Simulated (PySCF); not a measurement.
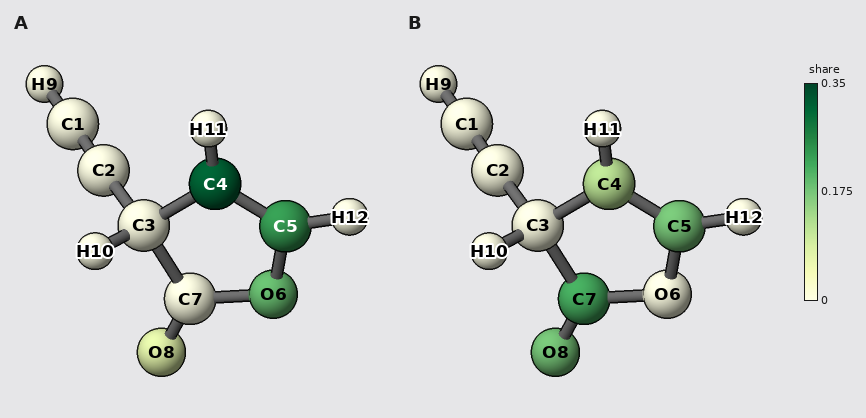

Each panel colours the atoms by their Löwdin share in one orbital (up to four of the largest shares; other atoms are shown as zero). The geometry was computed by an optimisation with GFN2-xTB. No frequency run is at hand to confirm it as a minimum. Computed with PBE0/def2-SVPD (PySCF 2.14.0).

### The panels show the HOMO, LUMO, in some order. Which is which?

A: HOMO, −7.67 eV; C4 0.31, C5 0.23, O6 0.19, O8 0.07
B: LUMO, −0.97 eV; C7 0.21, O8 0.18, C5 0.17, C4 0.12
